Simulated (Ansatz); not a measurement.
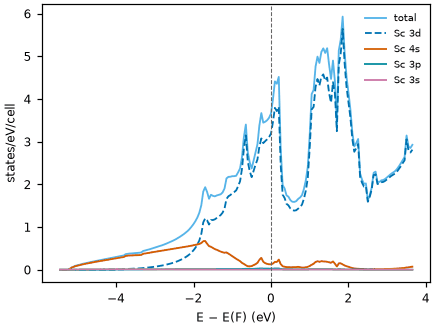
*Total and projected density of states of Sc (hcp (Mg type), P6_3/mmc), DFT-LDA in the program Ansatz with PAW potentials*

Task: Which orbitals carry the states next to the Fermi level?

Result: Within 0.5 eV of the Fermi level: Sc 3d 87 %, outside the projected shells 8 %. Projections are on Löwdin-orthogonalised atomic valence shells; empty p or d shells of many metals are not among them.

Symmetry was held in the LDA relaxation. The run is not spin-polarised.

Potentials: the later of the program's two PAW sets.
